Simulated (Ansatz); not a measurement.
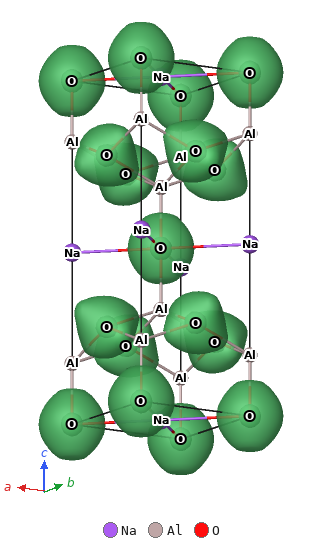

*NaAl2O3. Isosurface of the electron localisation function at 0.65 (green), seen at an oblique angle. Only the valence region is drawn (cores and ρ < 0.01 e/Å³ removed). Sticks mark near contacts.*

Space group I4/mmm; a generated structure, not necessarily the stable one; computed without spin polarisation.

The calculation used DFT PBE, scalar-relativistic, plane waves, PAW (Ansatz 0.2.0).

Core electrons are frozen (PAW), and the valence fields are smoothed inside the atomic spheres.

```
Na Al O
1.0
     3.71296    0.00000    0.00000
     0.00000    3.71296    0.00000
     0.00000    0.00000   10.13032
Na Al O
2 4 6
Direct
  0.00000 0.00000 0.50000
  0.50000 0.50000 0.00000
  0.00000 0.00000 0.82235
  0.50000 0.50000 0.32235
  0.00000 0.00000 0.17765
  0.50000 0.50000 0.67765
  0.50000 0.00000 0.25000
  0.00000 0.50000 0.75000
  0.00000 0.50000 0.25000
  0.50000 0.00000 0.75000
  0.00000 0.00000 0.00000
  0.50000 0.50000 0.50000
```

Describe the localisation domains.

Answer. The ELF exceeds this value in six regions on O in which the atom's valence shell and bonds are merged, counted in one cell of 12 atoms. Any copies at cell faces, edges or corners count once.

Values along the shortest contacts:
Al–O (1.80 Å): the ELF peaks at about 0.85 in the valence shell of O, 0.6 Å from its nucleus, and is about 0.80 at the midpoint. Na–O (2.63 Å): the ELF is about 0.10 at the midpoint: no shared electron pair shows on this line.
